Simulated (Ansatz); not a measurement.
Take InP in the zinc blende structure (space group F-43m, No. 216; a = 5.9073 Å) as the base. Axes: x, y, z lie along the cube axes.

It is then changed as follows: uniaxial strain ε_yy = +4.13 %, all other strain components held at zero, atoms relaxed at fixed cell.

All numbers come from Kohn–Sham DFT with the r2SCAN functional, run in Ansatz (an electronic-structure program) with PAW and 500 eV plane waves, without spin-orbit coupling, earlier PAW set.

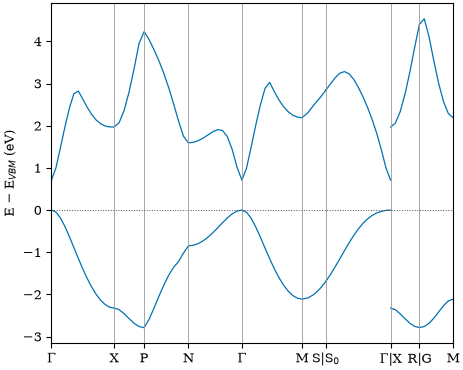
Figure. Highest valence and lowest conduction band along the path of the changed cell's own zone

The gap is 0.71 eV, direct at Γ; the base has 1.02 eV.

Stability against distortions was not tested. Labels are those of the standard path for the cell's own space group.
